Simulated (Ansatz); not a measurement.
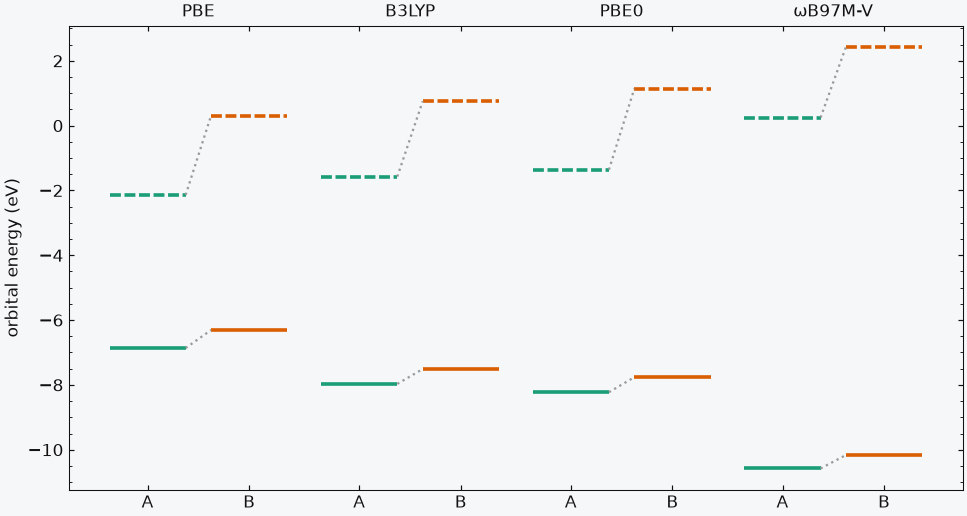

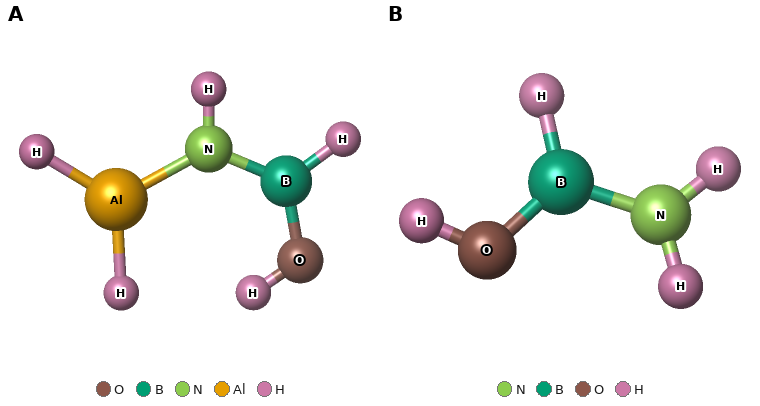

One change: A, AlBNH₅O (SMILES OB[NH][AlH2]), becomes B, BNH₄O (SMILES NBO). AlH₂ on N is replaced by H. HOMO (solid) and LUMO (dashed) computed in def2-TZVPP at PBE0-D4/def2-TZVP geometries, both minima by their frequencies, gas phase, the Ansatz code 0.2.0. Empty levels above zero depend strongly on the basis.

Q: What does the change do to HOMO and LUMO?

A: PBE: the HOMO rises by 0.56 eV, the LUMO rises by 2.45 eV, and the separation goes from 4.73 to 6.62 eV. B3LYP: the HOMO rises by 0.46 eV, the LUMO rises by 2.33 eV, and the separation goes from 6.40 to 8.27 eV. PBE0: the HOMO rises by 0.46 eV, the LUMO rises by 2.50 eV, and the separation goes from 6.87 to 8.91 eV. ωB97M-V: the HOMO rises by 0.41 eV, the LUMO rises by 2.19 eV, and the separation goes from 10.83 to 12.60 eV.

Q: Do the functionals agree on the effect?

A: They agree on the direction for both levels; the HOMO shift lies between 0.41 and 0.56 eV and the LUMO shift between 2.19 and 2.50 eV, while the separations themselves differ by up to 6.1 eV between functionals.

Caveats: one conformer of each flexible molecule.
